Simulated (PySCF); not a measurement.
# C3H7OSi, doublet, SMILES `C[Si](C)C=O`: electronic structure

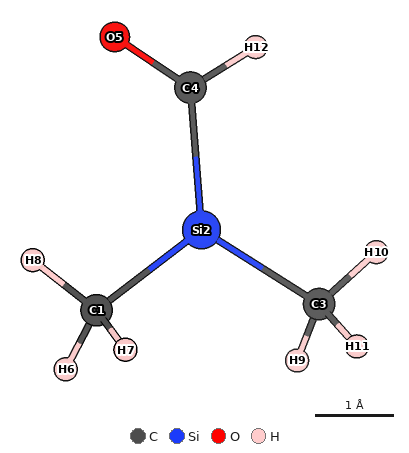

The molecule, with its atoms numbered as below. No frequency check shows the geometry to be a minimum.

Cartesian coordinates (Å):

```
C1       0.6665   -1.8401   -0.0014
Si2      0.3396    0.0238    0.0046
C3       1.8730    1.1400   -0.0028
C4      -1.3667    0.7275    0.0002
O5      -2.3863    0.0303   -0.0026
H6       1.2429   -2.1455   -0.8729
H7       1.2155   -2.1556    0.8840
H8      -0.2779   -2.3772   -0.0188
H9       2.4715    0.9788   -0.8957
H10      1.5990    2.1904    0.0269
H11      2.5091    0.9389    0.8553
H12     -1.4605    1.8299    0.0024
```

Part 1: Bonding charge

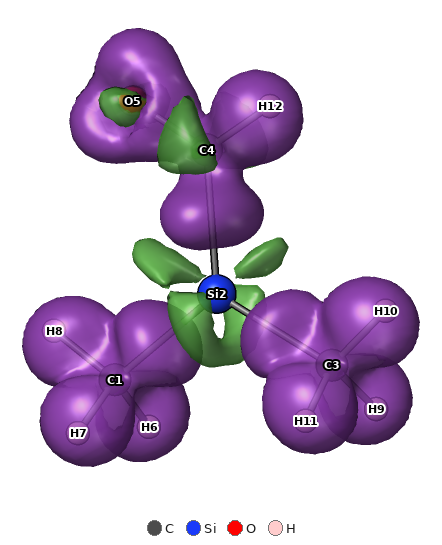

Deformation density (molecule less spherical, spin-averaged free atoms at the same positions), surfaces at ±0.07 e/Å³; purple: gain, green: loss.

Method: ωB97X/aug-cc-pVDZ; geometry: GFN2-xTB; program: PySCF. The stability of the open-shell solution wasn't checked. GFN2-xTB doesn't know the spin state, so this open-shell geometry is rough.

Question: Describe the bonding that the map shows.

Answer: The five largest and four smallest: C4–H12: +0.73 e/Å³ at the bond critical point (bond length 1.11 Å). C1–H8: +0.68 e/Å³ at the bond critical point (bond length 1.09 Å). C3–H10: +0.67 e/Å³ at the bond critical point (bond length 1.09 Å). C3–H11: +0.66 e/Å³ at the bond critical point (bond length 1.09 Å). C3–H9: +0.66 e/Å³ at the bond critical point (bond length 1.09 Å). C4–O5: +0.53 e/Å³ at the bond critical point (bond length 1.24 Å). Si2–C4: +0.18 e/Å³ at the bond critical point (bond length 1.85 Å). C1–Si2: +0.15 e/Å³ at the bond critical point (bond length 1.89 Å). Si2–C3: +0.15 e/Å³ at the bond critical point (bond length 1.90 Å). In all, 2.9 electrons gather in the regions of gain relative to the promolecule. A small or negative value marks a very polar bond, one between electron-rich atoms, whose free-atom densities already overlap strongly, a long bond to a heavier atom, or a closed-shell contact such as a hydrogen bond.

Question: Where do the Hirshfeld charges lie?

Answer: The highest Hirshfeld charge is on Si2 (+0.39 e), the lowest on O5 (−0.26 e).

Part 2: Bond critical points

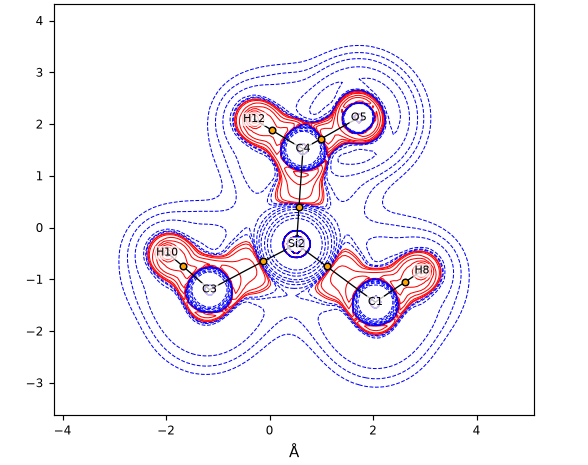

Negative Laplacian of the density (−∇²ρ) in a plane through 8 of the atoms (solid red lines positive, dashed blue lines negative, contours at ±0.02 to ±8 a.u.), with bond paths and bond critical points (dots).

Question: Sort the bonds in the plane by the sign of ∇²ρ at their critical points.

Answer: Concentrated (∇²ρ < 0): C1–H8 (−0.98 a.u.); C4–H12 (−0.99 a.u.); C3–H10 (−0.97 a.u.). Depleted (∇²ρ > 0): C4–O5 (+0.20 a.u., H = −0.657); Si2–C4 (+0.36 a.u., H = −0.061); C1–Si2 (+0.28 a.u., H = −0.057); Si2–C3 (+0.28 a.u., H = −0.055). A positive Laplacian with clearly negative H marks a strongly polar covalent bond, whose critical point lies close to the core of the less electronegative atom.

Question: Where along C4–O5 does the critical point lie?

Answer: 0.40 Å from C4 and 0.83 Å from O5.

Part 3: Local ionisation energy

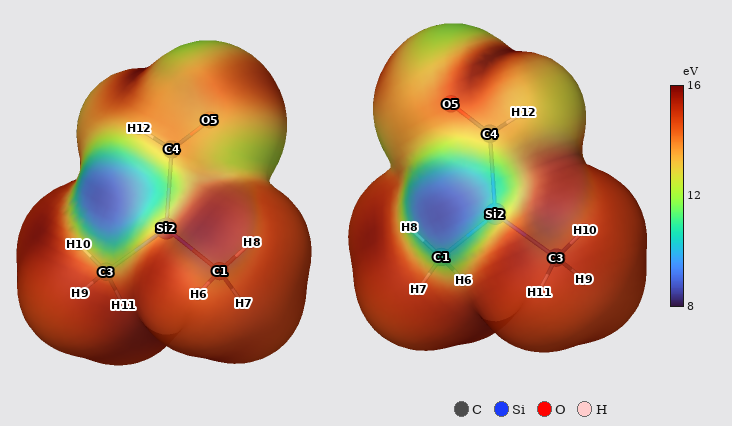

Average local ionisation energy on the surface of electron density 0.001 a.u. (back view left, front view right).

Question: Where are the most loosely bound electrons on this surface?

Answer: The lowest value is 8.9 eV, over Si2, off the plane of its three bonds (2.4 Å). Further minima include 11.9 eV, 1.9 Å from O5; 12.2 eV, 1.9 Å from O5; 12.6 eV, 1.4 Å from H12. For comparison, the highest occupied orbital lies at −7.4 eV.

Question: What volume does the surface enclose, and what is the dipole moment?

Answer: About 131 Å³; the dipole moment is 4.2 D.

Part 4: Spin density

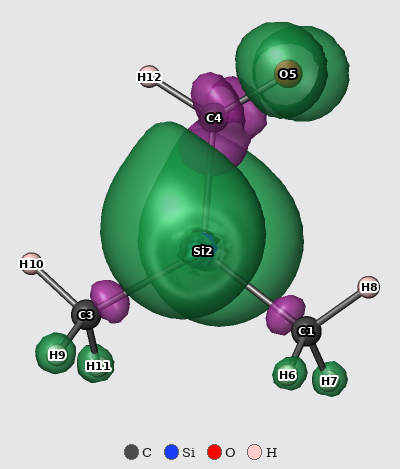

Spin density ρα − ρβ at ±0.02 e/Å³ (green: excess α, purple: excess β).

Question: Give the atomic spin populations that go with this picture.

Answer: Hirshfeld spin populations: Si2 +0.58, O5 +0.23 and C4 +0.07. ⟨S²⟩ = 0.76, against 0.75 for a pure state. The picture also shows regions of β spin from spin polarisation; the Hirshfeld sums, whose atoms overlap, net them against the α spin of neighbours.

Part 5: In an electric field

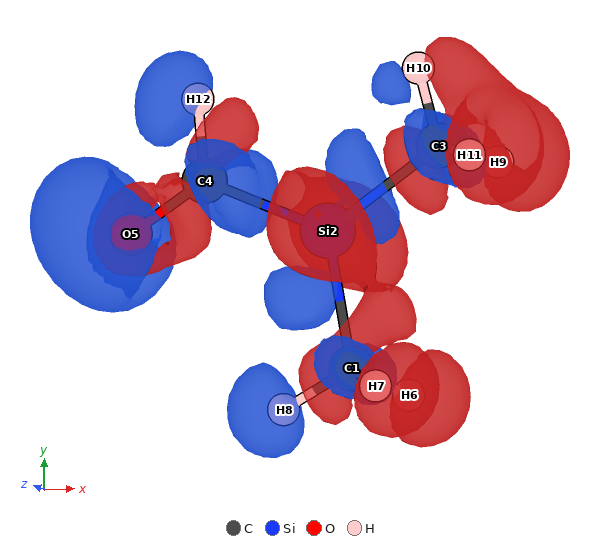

Change of the electron density in a uniform field of 0.26 V/Å, surfaces at ±0.002 e/Å³ (red: gain, blue: loss).

Level of theory: B3LYP/def2-SVPD (PySCF), at a geometry from GFN2-xTB. The stability of the open-shell solution wasn't checked. GFN2-xTB doesn't know the spin state, so this open-shell geometry is rough.

Question: Along which Cartesian direction does the field point?

Answer: Along −x: electrons gather on the +x side, against the field.

Question: What dipole is induced, and what polarisability does it imply?

Answer: The induced dipole is 1.21 D (along the field); α along this axis, from the fields in both directions, is 95 bohr³ (14.1 Å³).

Question: Which atoms gain and lose the most charge?

Answer: Electrons gather most on Si2 (Hirshfeld charge changes by −0.012 e) and leave O5 most (+0.030 e); 0.088 electrons are displaced in all.

Part 6: Removing or adding an electron

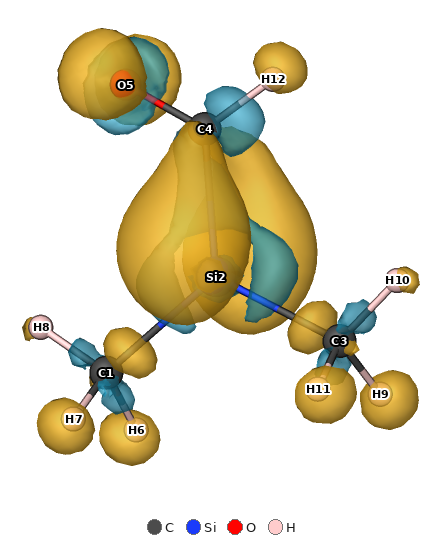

Fukui function f⁻ = ρ(N) − ρ(N−1) at fixed geometry, surfaces at ±0.03 e/Å³ (yellow positive, teal negative).

Method: B3LYP/def2-SVPD; geometry: GFN2-xTB; program: PySCF. GFN2-xTB doesn't know the spin state, so this open-shell geometry is rough.

Question: On which atoms does the density change most on removal of an electron?

Answer: f⁻ (Hirshfeld-condensed) is largest on Si2 (0.36); the vertical ionisation energy is 7.38 eV (to the singlet cation, which needn't be its lowest state). Condensed values hint at sites of electrophilic attack but needn't mark the atom that reacts. Orbital relaxation makes it negative in places (0.19 e in all).
